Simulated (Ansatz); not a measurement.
# A hypothetical structure for Cr2GaCuSn, part 2 of 2

Starting from a made-up structure for Cr2GaCuSn, the aim is the relaxed cell, its shortest contacts and, where a second run follows, its electronic structure.

Ansatz 0.2.0; DFT, PBE, plane-wave PAW, files of the set soft_1, scalar-relativistic, ferromagnetic start, cell and ions relaxed at zero pressure; PAW set soft_1 (the session's first sound run).

So far: Set-up; Relaxation of the guess.

In doubt: warnings of the run leave room for a lower electronic state (step 2), so energies may not be the lowest and differences between runs may mislead.

## (2) Relaxation of the guess (continued)

Site moment by atom:

| atom | site moment (μB) |
| --- | --- |
| Sn1 | -0.04 |
| Ga2 | -0.01 |
| Cu3 | 0.09 |
| Cr4 | 3.22 |
| Cr5 | 3.22 |

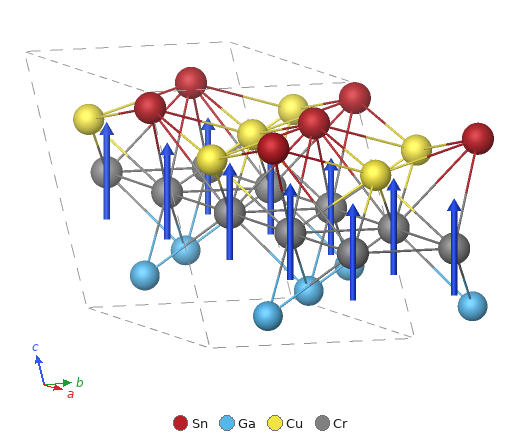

Site moment as arrows, the longest 3.22 μB. Up and down stand for the sign. Arrows give size and sign along the axis of quantisation, drawn up and down the page. 2×1×1 conventional cells are drawn. Some periodic images of atoms are drawn too.

Shortest distances by pair of elements, guess and relaxed (not always the same contact):

| pair | guess (Å) | relaxed (Å) |
| --- | --- | --- |
| Cu–Ga | 2.251 | 2.385 |
| Cr–Cu | 2.396 | 2.562 |
| Cr–Ga | 2.391 | 2.618 |
| Cr–Cr | 2.760 | 2.812 |
| Ga–Sn | 2.951 | 2.887 |

The relaxation ends with a largest force component of 0.0022 eV/Å and a pressure of -0.01 GPa.

## (3) Bands of the relaxed cell

A second self-consistent run takes a narrower smearing and the mesh shown in its input; the bands follow along the standard path of the relaxed lattice.

This step: DFT, PBE, plane-wave PAW, files of the set soft_1, scalar-relativistic, ferromagnetic start, bands and density of states at the relaxed cell; PAW set soft_1 (Ansatz 0.2.0).

input.yaml reads:

```yaml
crystal:
  lattice:
    - [2.8699133268, -2.841434441, -0.1748530516]
    - [2.8699133268, 2.841434441, -0.1748530516]
    - [-3.1363610836, 0.0, 5.8020843072]
  atoms:
    - { symbol: Sn, position: [1.0097007126, 1.0097007126, 1.0636497746] }
    - { symbol: Ga, position: [0.4186724116, 0.4186724116, 0.7829220082] }
    - { symbol: Cu, position: [0.5773648248, 0.5773648248, 0.1979677604] }
    - { symbol: Cr, position: [0.7418424817, 0.2470195693, 0.4802802284], spin: 3.2 }
    - { symbol: Cr, position: [0.2470195693, 0.7418424817, 0.4802802284], spin: 3.2 }
magnetization:
  spin_polarized: true
kpoints:
  mp_grid: { grid: [8, 8, 6] }
  band_path:
    path:
      - [[0.0, 0.0, 0.0], [0.47881026, 0.47881026, -0.90796618], [0.51457886, 0.51457886, -0.77917907], [0.5, 0.5, -0.5], [0.56731368, 0.43268632, -0.5]]
      - [[0.43268632, -0.43268632, 0.5], [0.0, 0.0, 0.5], [0.44304166, 0.44304166, -0.03675328], [0.48542114, 0.48542114, -0.22082093]]
      - [[0.55695834, -0.44304166, 0.03675328], [0.52118974, -0.47881026, -0.09203382], [0.5, -0.5, 0.0], [0.0, 0.0, 0.0], [0.5, 0.0, -0.5]]
      - [[0.5, 0.0, 0.0], [0.0, 0.0, 0.0]]
    npoints: 6
scf:
  occupations: { method: fermi_dirac, width: 0.03 }
  n_extra_bands: 13
hamiltonian:
  xc: pbe
  pseudopotentials: { kind: paw, azcp: { folder: soft_1 } }
output:
  forces: true
  stress: true
  write_bands: true
  dos: { projected: true }
  write_density: true
  write_potential: true
  elf: true
  volumetric_format: npy
```

On the command line:

```sh
$ ansatz run input.yaml --threads 4 --pin off --max-ram 8192MiB --backend cpu --events-out ev --progress --plain --runs-dir out
```

Numbers of over 12 decimals in the logs are rounded to 6 here.

What it wrote:

```text
[...]
Crystal: 5 atoms, lattice volume = 91.512 Å³
Basis set: ecut = 420 eV, 1787 PW (Γ), exchange–correlation on 60×60×90 points (8 copies of the dense FFT grid, shifted against one another)
Bands: 50, of which v1, the nominal top of the filled ones, is band 37 counted from 1 (36 counted from 0)
Symmetry: 2 space group operations
[...]
k-points: 114 of 384 (time reversal used)
[...]
Starting moments: Σ|m| = 6.4 μB on 2 of 5 sites
[...]
SCF iter   1: F=—  HF=-23188.475028 eV  |F-HF|=—  |Δ(HF+E_count)|=         —  Δρ=1.14e-1 (↑1.14e-1 ↓1.00e-1)  dr2=2.89e1  dr2_m=9.88e-1  M=4.662 μB ∫|m|=4.828 μB  β_m=0.30  ethr=3.10e-3  ⟨swp⟩=6.3  Hψ=41044  notcnv=0
[...]
SCF iter  17: F=-23185.474615 eV  HF=-23185.474615 eV  |F-HF|=3.21e-8  |Δ(HF+E_count)|=   5.97e-9  Δρ=4.86e-6 (↑4.86e-6 ↓1.09e-6)  dr2=3.07e-8  dr2_m=3.58e-9  M=7.335 μB ∫|m|=7.750 μB  ethr=1.28e-10  ⟨swp⟩=12.0  Hψ=69361  notcnv=0
SCF 1 converged in 17 iterations: F = -23185.474615 eV  dr2 = 3.07e-8
[...]
NSCF: frozen V_eff on 76 k-points
SCF converged after 17 iterations
Magnetization: 7.3347 μB (40.6673 up, 33.3327 down)
Absolute magnetization: 7.7572 μB (∫|ρ↑−ρ↓|, with the PAW one-centre terms)
[...]
Per-site moments (μB) at R_I (Å): [(-0.041877, 1.190707), (-0.011975, 0.983764), (0.094177, 0.983764), (3.215665, 1.056709), (3.215665, 1.056709)]
Free energy (F): -23185.474615 eV
[...]
Internal energy: -23185.467210 eV  (E = F + TS)
E sigma→0 (E₀):  -23185.470912 eV
Entropy (-TS):   -0.007405 eV (-1.481 meV/atom)
Fermi energy:    11.962761 eV
[...]
--- Forces (eV/Å), atoms counted from 1 ---
  atom   1  Sn    -0.00468975     0.00000000    -0.01319186
  atom   2  Ga     0.00335059     0.00000000    -0.01814429
  atom   3  Cu     0.00655066     0.00000000    -0.00353593
  atom   4  Cr    -0.00260476     0.00260340     0.01743867
  atom   5  Cr    -0.00260476    -0.00260340     0.01743867
  max |Σ_I F_I| component: 5.25e-6 eV/Å
--- Stress (GPa, compression-positive) ---
        0.079197      -0.000000       0.048556
       -0.000000       0.025228      -0.000000
        0.048556      -0.000000      -0.041671
  P = ⅓ Tr σ = 0.0209 GPa (0.209 kbar)
--- Band table (eV; the first three rows and the last of 228) ---
  k-point 0 ↑: bands = [... 33 lower, 9.7737, 11.0654, 11.2773, 11.4164, 11.4718, 11.9179, 12.0906, 12.6273, ... 9 higher]
  k-point 1 ↑: bands = [... 33 lower, 9.7771, 11.1458, 11.2638, 11.4103, 11.4542, 11.9182, 12.2350, 12.5688, ... 9 higher]
  k-point 2 ↑: bands = [... 33 lower, 10.0466, 11.2253, 11.2277, 11.3917, 11.5134, 11.8882, 11.9403, 12.1394, ... 9 higher]
  k-point 113 ↓: bands = [... 33 lower, 10.7857, 11.7675, 12.4426, 12.9958, 13.0855, 13.8098, 14.2382, 14.2990, ... 9 higher]
```

Wall time 60 s (4 threads of Arm Neoverse V2, shared host); peak memory 0.94 GiB.

Numbers from this step:

```
free energy             : -23185.4746 eV
energy at zero smearing : -23185.4709 eV
smearing term TS        : 0.007405 eV
Fermi energy            : 11.96 eV
absolute magnetization  : 7.757 μB
site moments            : -0.04188, -0.01197, 0.09418, 3.216, 3.216 μB
pressure                : 0.02092 GPa
```

bands.tsv at the labelled points (eV, zero at the Fermi level; the bands that come nearest the Fermi level along the path):

```
point  band_38_up  band_39_up  band_40_up  band_41_up  band_42_up  band_32_dn  band_33_dn  band_34_dn
    Γ       -0.04        0.13        0.66        1.16        1.51       -1.13       -0.04        0.35
    Y       -0.75       -0.45       -0.17        0.02        0.20       -1.46       -0.78        0.17
    F       -0.65       -0.61       -0.42       -0.15       -0.15       -1.30       -0.50       -0.38
    L       -0.71       -0.52       -0.43       -0.15        0.45       -1.25       -1.18       -0.20
    I       -0.81       -0.58       -0.27       -0.03        0.49       -1.52       -0.70       -0.10
   I1       -0.81       -0.58       -0.27       -0.03        0.49       -1.52       -0.70       -0.10
    Z       -0.29       -0.04        0.21        0.66        1.32       -0.12        0.24        0.27
    H       -0.57       -0.55       -0.23        0.10        0.13       -1.39       -0.51        0.28
   F1       -0.65       -0.61       -0.42       -0.15       -0.15       -1.30       -0.50       -0.38
   H1       -0.57       -0.55       -0.23        0.10        0.13       -1.39       -0.51        0.28
   Y1       -0.75       -0.45       -0.17        0.02        0.20       -1.46       -0.78        0.17
    X       -0.75       -0.43       -0.15        0.04        0.37       -1.48       -0.82        0.18
    Γ       -0.04        0.13        0.66        1.16        1.51       -1.13       -0.04        0.35
    N       -0.82       -0.68       -0.25        1.54        1.82        0.27        0.46        1.01
    M       -0.90       -0.82       -0.46        2.10        2.29        0.36        0.82        0.95
    Γ       -0.04        0.13        0.66        1.16        1.51       -1.13       -0.04        0.35
```

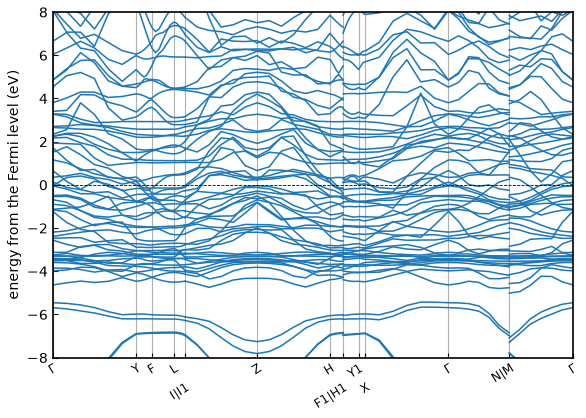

Bands along the path. 44 bands lie wholly below the window drawn.

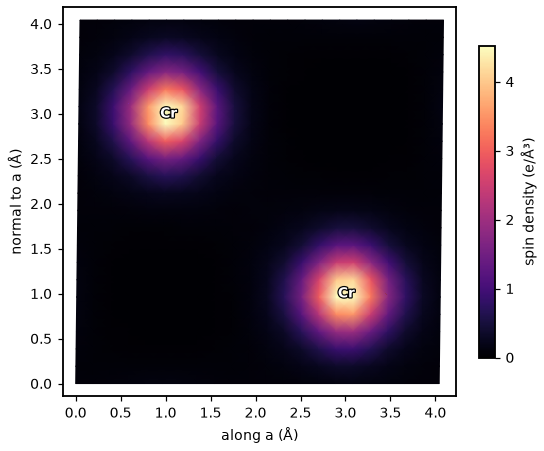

Spin density in the ab plane of the cell as run, not the conventional one, at fractional z = 0.480, with atoms of Cr within 0.2 Å of it.

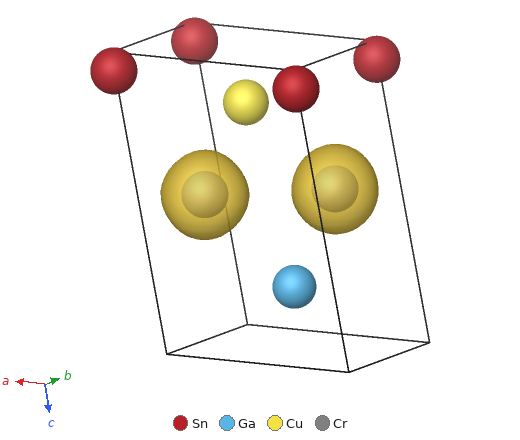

Surface of spin density = 0.24 e/Å³, which holds about 70 % of the integral of its size. Drawn on the cell as run, not the conventional one.

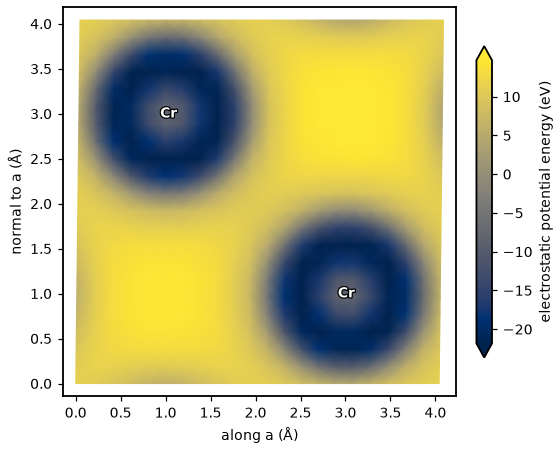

Electrostatic potential energy in the ab plane of the cell as run, not the conventional one, at fractional z = 0.480, with atoms of Cr within 0.2 Å of it. With pseudopotentials it is smooth inside the atoms' cores, unlike the true potential.

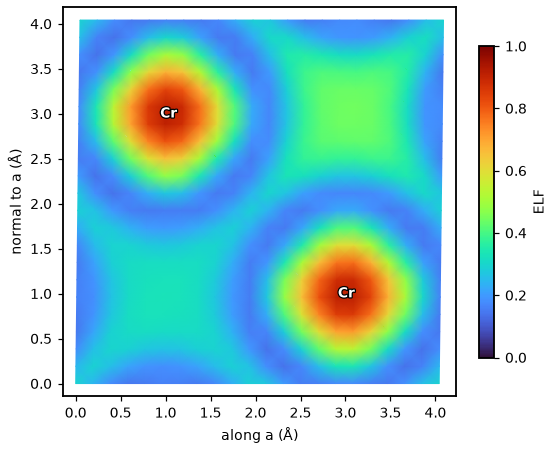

ELF in the ab plane of the cell as run, not the conventional one, at fractional z = 0.480, with atoms of Cr within 0.2 Å of it. It is the smooth field of the valence electrons, not physical close to the nuclei.

## (4) Outcome

```yaml
space_group_relaxed: Cm
conventional_cell: a = 5.750, b = 5.683, c = 6.042 Å; α = 90.0°, β = 112.0°, γ = 90.0°
volume_per_atom: 18.30 Å³ (guess 15.82)
total_moment: 7.34 μB in the cell of 5 atoms
```

**Reading.** Cr2GaCuSn relaxes to Cm with a = 5.750, b = 5.683 and c = 6.042 Å. The guessed volume was 14 % too small. The space group Cm was held in the relaxation, so the end point is a stationary structure within it and may be a saddle against distortions or other arrangements. The input starts from parallel moments, and no other start was typed. The electronic state may lie above the lowest one. Bands cross the Fermi level, so it is a metal or semimetal at this level. On the 8×8×6 mesh with the narrower smearing (relaxed on 7×7×6) the largest force component is 0.018 eV/Å and the largest stress component is 0.079 GPa, against the relaxation's thresholds of 0.015 eV/Å and 0.05 GPa. The cutoff wasn't tested. A vector of the cell changed its length by 16 %, more than the volume shows. No dispersion term is used, so weakly bound directions may come out too long. The program estimates, without running it, that another magnetic order lies lower than the one relaxed here. Nothing here tests whether the compound is stable against decomposition.

[Logs are printed without paths, hosts, clocks, repeated set-up lines and the standing remarks that a program may print on its own settings, such as how far it seeks lower states.]

[Hosts, paths, dates, database ids (printed as entryN), source tags and the programs' standing remarks are cut or masked in the printed files.]
